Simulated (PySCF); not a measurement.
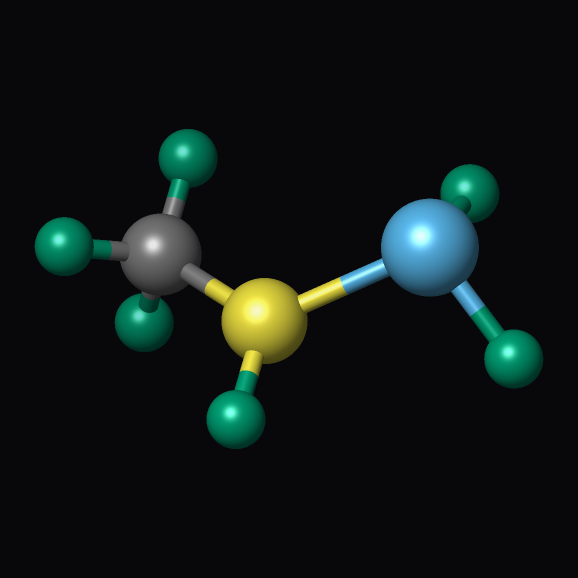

A ball-and-stick model of a molecule. Colours: carbon grey, boron yellow, phosphorus blue, hydrogen teal.

Give the formula.

Answer. CH6BP, 9 atoms: 1 carbon, 6 hydrogen, 1 boron and 1 phosphorus.

How many bonds of each kind are drawn?

Answer. 3 C–H, 2 P–H, 1 C–B, 1 B–P, 1 B–H.

Write the SMILES.

Answer. CBP

What is the point group of this geometry?

Answer. C1.

The parts below concern this one geometry. Atoms keep their numbers from picture to picture. Computed geometry: PBE0-D3(BJ)/def2-SVP optimisation. No frequency run is at hand to confirm it as a minimum.

### Shape

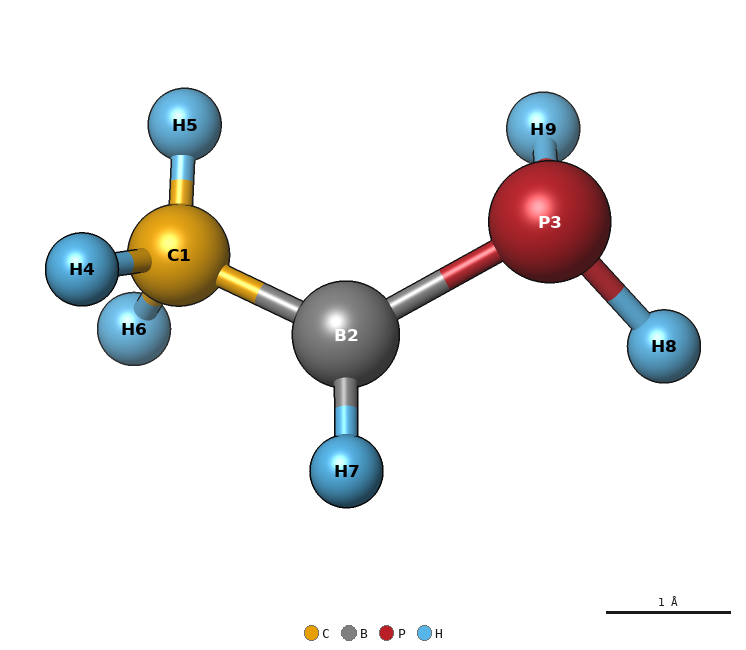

Numbered structure. No frequency run is at hand to confirm it as a minimum.

Which atoms are bonded, and how long are the bonds?

| bond | length (Å) | order |
| --- | --- | --- |
| C1–B2 | 1.562 | single |
| C1–H4 | 1.103 | single |
| C1–H5 | 1.099 | single |
| C1–H6 | 1.107 | single |
| B2–P3 | 1.881 | single |
| B2–H7 | 1.212 | single |
| P3–H8 | 1.420 | single |
| P3–H9 | 1.421 | single |

### Charges

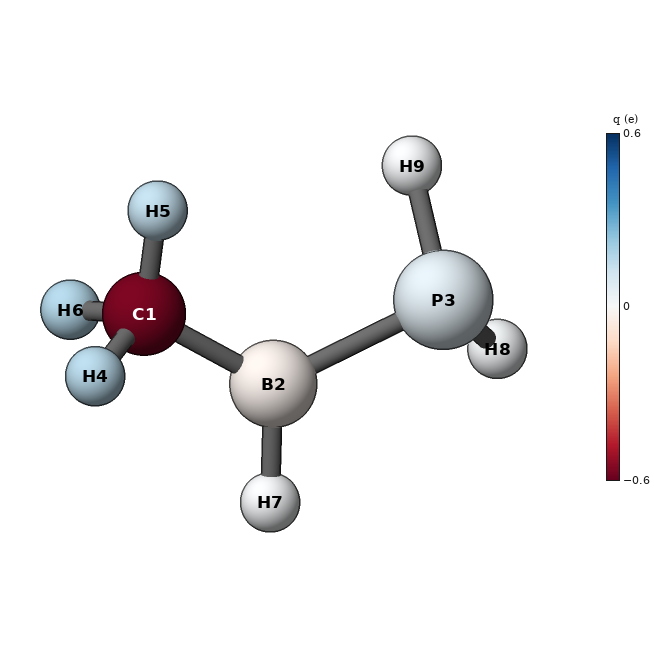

Atoms are coloured by their IAO charges. No frequency run is at hand to confirm it as a minimum. Level of theory: PBE0/pcSseg-1 in acetonitrile (IEF-PCM) (PySCF 2.14.0).

Which atom carries the highest charge (most positive or least negative)?

Answer. H6 (0.18 e).

And the lowest?

Answer. C1 (−0.57 e).

List the IAO charges.

| atom | value (e) |
| --- | --- |
| C1 | −0.57 |
| B2 | −0.03 |
| P3 | 0.07 |
| H4 | 0.17 |
| H5 | 0.15 |
| H6 | 0.18 |
| H7 | 0.01 |
| H8 | 0.02 |
| H9 | 0.01 |

### Excitation

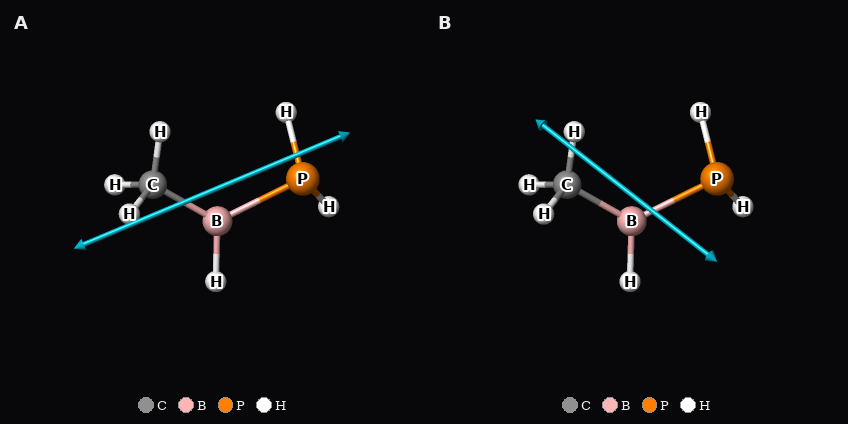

The double arrows show the directions of two transition dipoles from the ground state (lengths mean nothing). No frequency run is at hand to confirm it as a minimum. Properties computed with TDDFT PBE0/def2-SVPD, vertical, IEF-PCM chloroform (non-equilibrium linear response), core orbitals frozen in the response (PySCF 2.14.0).

One belongs to singlet state 1 and one to singlet state 5. Which is which?

Answer. A: state 1, 4.92 eV (252 nm), oscillator strength 0.13, mainly HOMO → LUMO (weight 0.93).
B: state 5, 6.83 eV (182 nm), oscillator strength 0.078, mainly HOMO → LUMO+2 (weight 0.95).

### Quadrupole coupling

No frequency run is at hand to confirm it as a minimum. Electric field gradients from the ground-state density, PBE0/pcSseg-1 in acetonitrile (IEF-PCM) (PySCF 2.14.0), non-relativistic apart from any core potentials.

Give the largest field-gradient component, the quadrupole coupling constant and the asymmetry for 11B at B2 (Q = 40.59 mb), 2H at H4 (Q = 2.86 mb), 2H at H5 (Q = 2.86 mb), 2H at H6 (Q = 2.86 mb), 2H at H7 (Q = 2.86 mb).

```
atom  V_zz (a.u.)  e²qQ/h (MHz)     η
  B2        0.543          5.17  0.20
  H4        0.295         0.198  0.02
  H5        0.298         0.200  0.01
  H6        0.288         0.194  0.01
  H7        0.199         0.134  0.09
```
